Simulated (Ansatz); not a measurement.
**ClF3H3HfN: density, localisation and related maps**

```json
{"atom": "Hf", "x (Å)": "-0.0666", "y (Å)": "0.0182", "z (Å)": "0.1913"}
{"atom": "Cl", "x (Å)": "0.5679", "y (Å)": "-0.2003", "z (Å)": "2.4834"}
{"atom": "F", "x (Å)": "1.6542", "y (Å)": "0.0582", "z (Å)": "-0.6463"}
{"atom": "F", "x (Å)": "-0.7041", "y (Å)": "1.7333", "z (Å)": "-0.3989"}
{"atom": "F", "x (Å)": "-0.7711", "y (Å)": "-1.5370", "z (Å)": "-0.6929"}
{"atom": "N", "x (Å)": "-2.3425", "y (Å)": "-0.0144", "z (Å)": "1.0761"}
{"atom": "H", "x (Å)": "-2.8990", "y (Å)": "-0.7691", "z (Å)": "0.6673"}
{"atom": "H", "x (Å)": "-2.8392", "y (Å)": "0.8585", "z (Å)": "0.8826"}
{"atom": "H", "x (Å)": "-2.3714", "y (Å)": "-0.1474", "z (Å)": "2.0893"}
```

Core potentials replace the inner electrons of Hf.

The calculation used RKS r2SCAN-D4/def2-SVP (Ansatz).

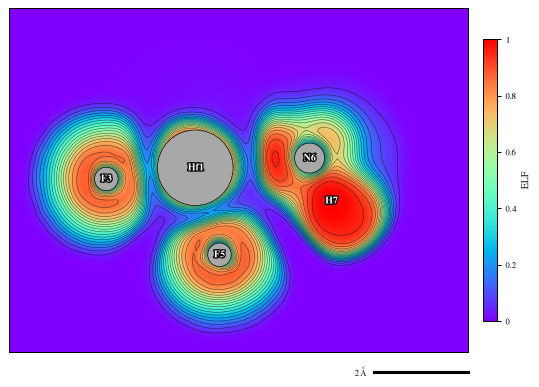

Figure 1. Electron localisation function on the plane of atoms F5, Hf1 and N6. Grey discs cover the atomic cores.

What does the map show?

Answer.
- Atoms in the plane: Hf, F, N and H.
- Hf–F (1.91 Å): the ELF peaks at about 0.85 in the valence shell of F, 0.5 Å from its nucleus, and drops to about 0.20 between the two atoms.
- Hf–N (2.44 Å): the ELF peaks at about 0.95 in the valence shell of N, 0.7 Å from its nucleus, and is about 0.15 at the midpoint.
- N–H (1.02 Å): the ELF climbs to about 1 towards the hydrogen, as it does in any bond to H (an ordinary covalent bond to hydrogen).

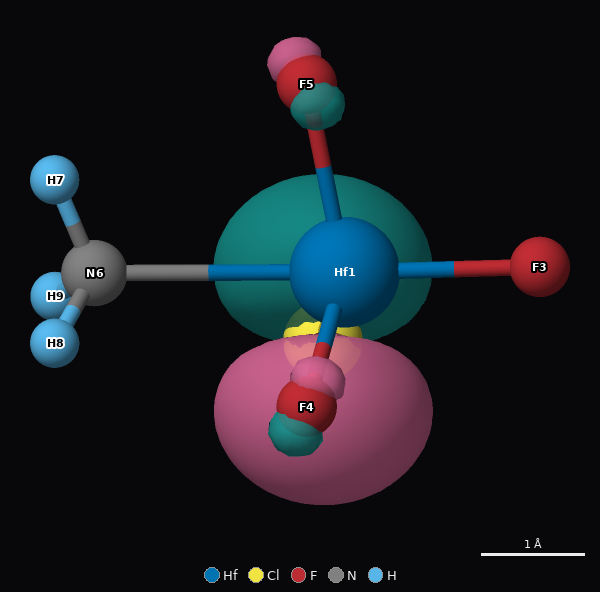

Figure 2. The HOMO−1 at ±0.15 Å⁻³ᐟ² (teal and pink are the two phases), seen from one side.

Describe this orbital and give its energy.

Answer. It lies mainly on Cl2 (about 90 %); largely a lone pair of Cl2. Its energy is −8.20 eV.
